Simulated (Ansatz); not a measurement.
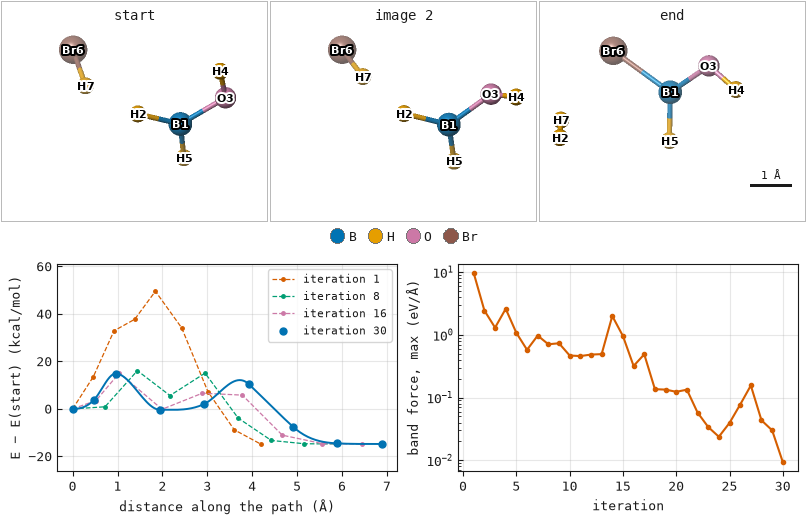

A nudged-elastic-band calculation for BH$_{4}$OBr. Images are numbered from 0 (start) to 8 (end). The plot follows the band through its iterations. A ball-and-stick model, seen at a tilt.

Method: RKS PBE0/def2-SVP in Ansatz. Set-up: 7 movable images; climbing image; force threshold 0.03 eV/Å; iteration limit 60; starting path through a guess of the saddle point.

Q: How did the profile develop, and is the result final?

A: The run is converged, with reservations. The band converged in 30 iterations. The largest component of the band force went from 9.7 to 0.0094 eV/Å. The climbing image converged on the top of the path. Its vibrational analysis gives one imaginary mode (907i cm⁻¹), as a transition state must have. The first iteration put the highest image at 49.6 kcal/mol. The energy climbs by 14.9 kcal/mol to image 2 and then falls by 29.7 kcal/mol, so the end point sits at −14.8 kcal/mol. The profile has 2 maxima (images 2, 5) with a dip at image 3 (−0.4 kcal/mol), so the process runs in steps.
